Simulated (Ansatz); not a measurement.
## Electronic structure of C3H4AlClO3 in real space

The calculation's input:

```
crystal:
  periodic: [false, false, false]
  atoms:
    - symbol: C
      position_ang: [-0.137450, 0.981607, -1.258922]
    - symbol: C
      position_ang: [0.552011, -0.171972, -1.636856]
    - symbol: C
      position_ang: [0.900348, -1.143300, -0.696569]
    - symbol: Al
      position_ang: [-0.289361, 0.226014, 1.419632]
    - symbol: Cl
      position_ang: [0.987232, 1.209885, 2.782852]
    - symbol: O
      position_ang: [-1.797552, -0.379832, 1.911917]
    - symbol: O
      position_ang: [-0.509612, 1.265061, -0.080199]
    - symbol: O
      position_ang: [0.642527, -1.094113, 0.544126]
    - symbol: H
      position_ang: [-2.156488, -0.322626, 2.796853]
    - symbol: H
      position_ang: [-0.389427, 1.727310, -2.031934]
    - symbol: H
      position_ang: [0.825129, -0.315082, -2.681702]
    - symbol: H
      position_ang: [1.449643, -2.038053, -1.035396]
basis:
  gaussian: {orbitals: def2-SVPD}
hamiltonian: {xc: {name: PBE0}}
output: {forces: true, orbitals: {seedname: orbitals}}
```

Launched as:

```sh
ansatz run input.yaml --threads 2 --pin off --max-ram 6090MiB --events-out events.jsonl --progress --plain --runs-dir runs
```

Geometry: PBE0-D4/def2-SVP.

Level of theory: isolated molecule in a Gaussian basis; Kohn-Sham density functional theory, functional PBE0 (Ansatz 0.2.0).

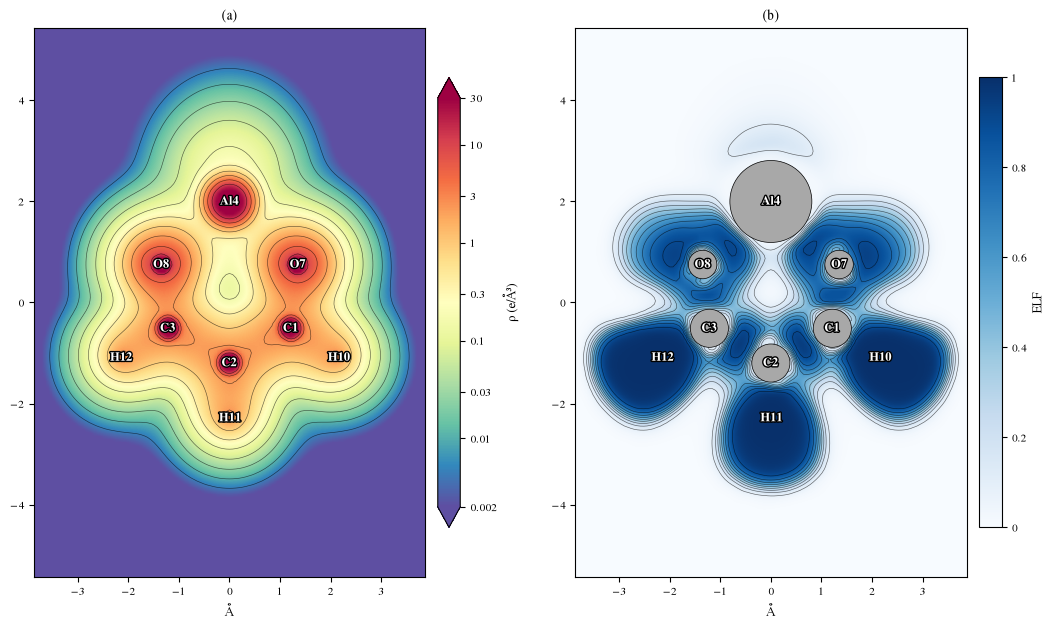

Figure 1. (a) electron density; (b) ELF on the plane of atoms C1, C2 and C3. Grey discs cover the atomic cores in the ELF map.

**What does the map show?**

The section cuts through C, Al, O and H sites.
C–O (1.27 Å): ρ at the midpoint is about 2.9 e/Å³; the ELF peaks at about 0.90 between the atoms; a polar covalent bond.
C–C (1.40 Å): ρ at the midpoint is about 2.1 e/Å³; the ELF peaks at about 0.95 between the atoms, as expected for a covalent bond.
Al–O (1.84 Å): the density is about 0.62 e/Å³ at the midpoint; the ELF peaks at about 0.90 in the valence shell of O, 0.6 Å from its nucleus, and is about 0.45 at the midpoint.
C–H (1.09 Å): ρ is about 2 e/Å³ halfway; the ELF climbs to about 1 towards the hydrogen, as it does in any bond to H: a covalent bond by its length.
The ELF also peaks beside O8 and O7, away from the bonds: lone-pair regions.

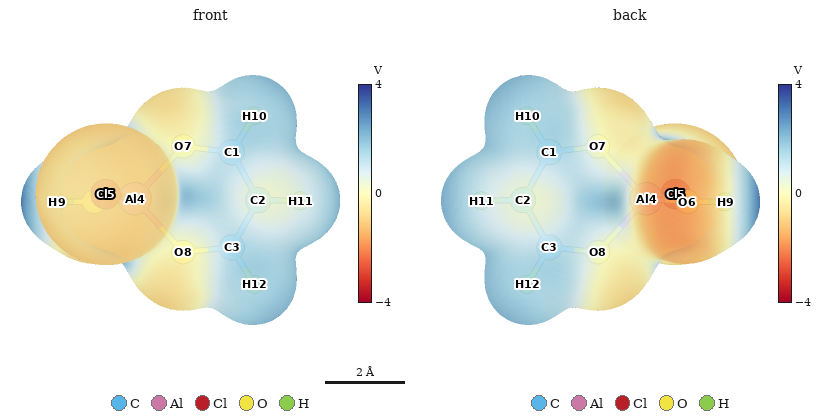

Figure 2. The molecular electrostatic potential painted on the density surface at 0.004 e/bohr³, seen from the front and from behind; the colour scale runs from red (negative) to blue (positive).

**Describe the electrostatic potential map.**

The most negative region (about −1.9 V) lies over O6, the most positive (about +2.9 V) over Al4 and H9. O6 is the likeliest acceptor of a hydrogen bond.

**What dipole moment does the calculation give?**

Its dipole moment is 4.44 D.

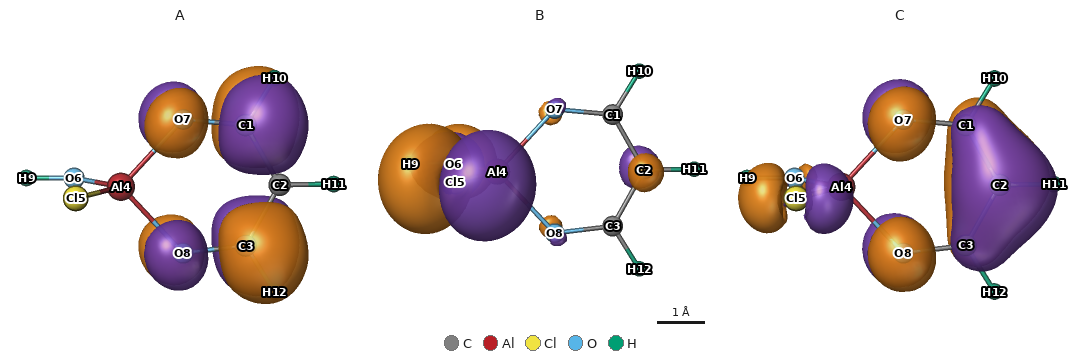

Figure 3. Three frontier orbitals at ±0.1 Å⁻³ᐟ² (orange and purple are the two phases), in no order.

**Order the three orbitals by energy and name them.**

B is the HOMO−1 (−8.70 eV). By Hirshfeld shares it lies mainly on Cl5 (about 65 %) and O6 (about 20 %); largely a lone pair of Cl5. C is the HOMO (−8.14 eV). It lies mainly on C2 (about 35 %), O7 (about 15 %), O8 (about 15 %), C1 (about 10 %), C3 (about 10 %) and Cl5 (about 10 %). A is the LUMO (−2.76 eV). It lies mainly on C1 (about 25 %), C3 (about 25 %), O7 (about 15 %), O8 (about 15 %) and C2 (about 10 %).

**What is the HOMO–LUMO gap?**

5.38 eV between the orbital energies.
